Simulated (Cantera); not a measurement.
Feed: 1 mol Cu₂O, 0.72 mol C, 0.56 mol N₂, at 0.308 Torr.

Method: chemical equilibrium by Gibbs-energy minimisation in Cantera with the NASA 1993 tables (ideal gas, pure condensed phases). Candidate condensed phases: C, Cu, CuO, Cu₂O; 27 gas species. Rates play no part.

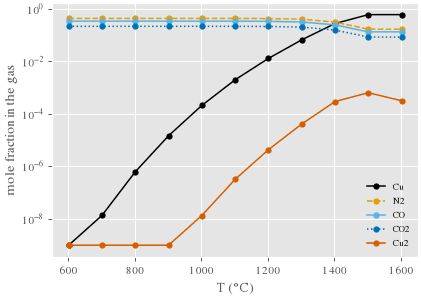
Fig. 1. Equilibrium gas composition (values under 1e-9 drawn at 1e-9)

### Question
Read off the mole fractions at 602 °C.

### Answer
N₂ about 0.44, CO about 0.34, CO₂ about 0.22.
